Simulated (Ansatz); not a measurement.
Consider C₂H₂F (SMILES C=[C]F) (doublet).

```xyz
5

C     0.5264   -1.0236   -0.8515
C     1.3059   -0.2941   -0.0777
F    -0.5492   -0.6838   -1.5308
H     2.1616   -0.7438    0.4110
H     1.1072    0.7653    0.0843
```

Geometry: B3LYP/6-31G*.

Theory: Ansatz, isolated molecule in a Gaussian basis; Kohn-Sham density functional theory, functional PBE0.

What can the converged electron density, electron localisation function and spin density tell about the bonding?

Answer. C–F (1.32 Å): the density is about 2.5 e/Å³ at the midpoint; the ELF peaks at about 0.85 between the atoms, as expected for a polar covalent bond.
C–C (1.32 Å): ρ at the midpoint is about 2.4 e/Å³; the ELF peaks at about 0.90 between the atoms (a multiple bond).
C–H (1.08 Å): the density is about 2 e/Å³ at the midpoint; the ELF climbs to about 1 towards the hydrogen, as it does in any bond to H (an ordinary covalent bond to hydrogen).
The unpaired spin (1 electron) lies mostly on C1 (about 0.8) and F3 (about 0.1), in electrons by Hirshfeld's partition.

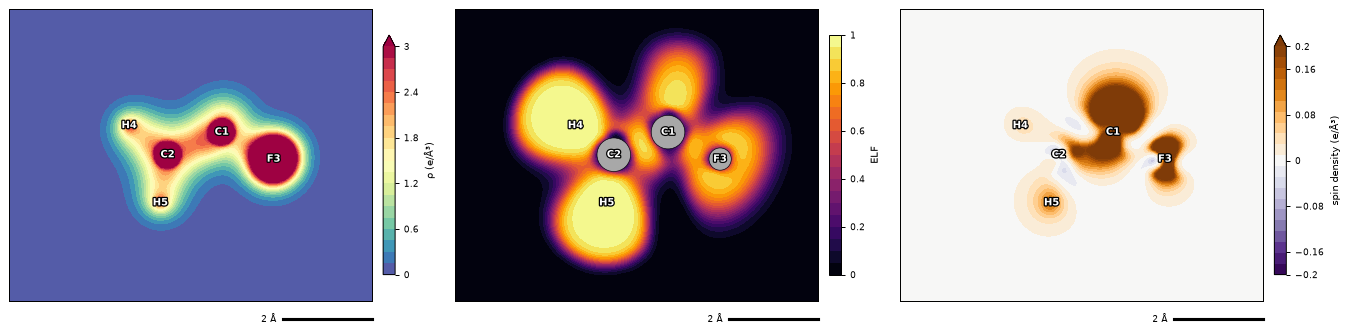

Computed electron density, electron localisation function and spin density on the molecular plane, in this order. Grey discs cover the atomic cores in the ELF map. 
